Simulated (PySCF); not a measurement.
Run report: SiOBr2, frequency calculation

SiOBr2, computed with RKS-based PBE0, Si def2-SVP, O def2-SVP, Br def2-SVP; non-relativistic Hamiltonian; density fitting (PySCF 2.14.0).

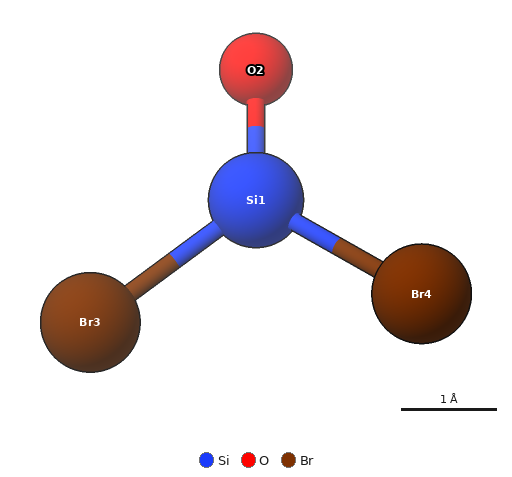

Fig. 1: The structure as given in the input (ball-and-stick view, seen at a tilt; atoms are numbered from 1 in the order of the input).

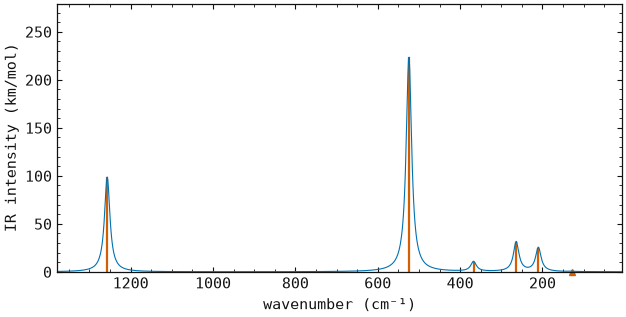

Fig. 2: Harmonic infrared spectrum, unscaled: sticks (degenerate modes added up, dark ones marked on the axis) with a Lorentzian envelope of 16 cm⁻¹ full width, scaled to the tallest stick. 6 modes from 128 to 1257 cm⁻¹, none imaginary. The strongest line is at 524 cm⁻¹ (224 km/mol). All modes, in cm⁻¹ (km/mol): 128 (0.3), 210 (25), 264 (31), 367 (10.2), 524 (224), 1257 (98).

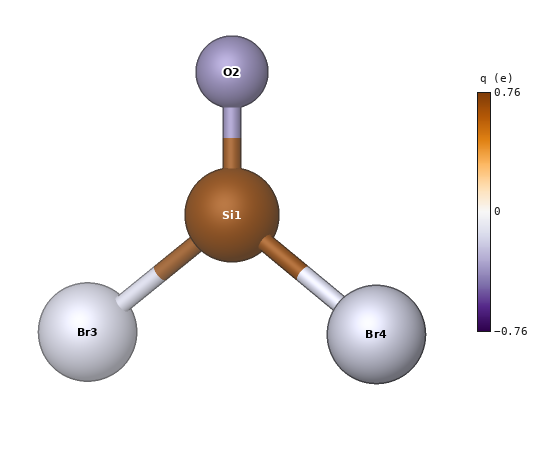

Fig. 3: Mulliken charges, as the colour of each atom (ball-and-stick view, seen at a tilt; atoms are numbered from 1 in the order of the input). By element: Si +0.72, O −0.40 and Br −0.16 e.

The input and output of the run follow.

The input
```python
from pyscf import gto, scf, dft
mol = gto.M(atom='''
Si    -0.433459    -0.750742     0.000000
O     -1.195585    -2.070730     0.000000
Br     1.737483    -0.545901     0.000000
Br    -1.341462     1.231802     0.000000''',
    basis={'Si': 'def2-SVP', 'O': 'def2-SVP', 'Br': 'def2-SVP'},
    charge=0, spin=0)
mf = dft.RKS(mol, xc='PBE0')
mf.grids.atom_grid = (75, 302)
aux = {'Si': 'def2-universal-JKFIT', 'O': 'def2-universal-JKFIT', 'Br': 'def2-universal-JKFIT'}
mf = mf.density_fit(auxbasis=aux)
mf.conv_tol = 1e-09
mf.diis_space = 10
mf.max_cycle = 60
mf.verbose = 4
mf.kernel()
```

The script is an equivalent of the set-up of the self-consistent field. The run itself was carried out by a driver, which started from the orbitals of the step before it where there was one and computed the further properties.

Launched with:
```bash
OMP_NUM_THREADS=2 python axn.py task.json out
```

The program's output
```
init E= -5511.54589632223
  HOMO = -0.315891852912165  LUMO = -0.0784494121759893  gap/eV = 6.46114
cycle= 1 E= -5511.54589632222  delta_E= 1.36e-11  |g|= 4.95e-06  |ddm|= 8.97e-06
  HOMO = -0.31589204108582  LUMO = -0.078448818252129  gap/eV = 6.46116
Extra cycle  E= -5511.5458963222  delta_E= 1.64e-11  |g|= 8.42e-06  |ddm|= 1.33e-05
converged SCF energy = -5511.5458963222
```

Results in brief

- outcome: converged
- total energy: −5511.545896 hartree
- HOMO: −8.60 eV
- LUMO: −2.13 eV
- zero-point energy: 0.006266 hartree
- dipole moment: 3.03 D
- wavenumbers, lowest and highest: 128 and 1257 cm⁻¹
- hardware: 2 threads of Arm Neoverse N1, 54 GiB of memory available, shared host
- wall time: 73 s (CPU time 2 min)
- peak memory: 1.1 GiB
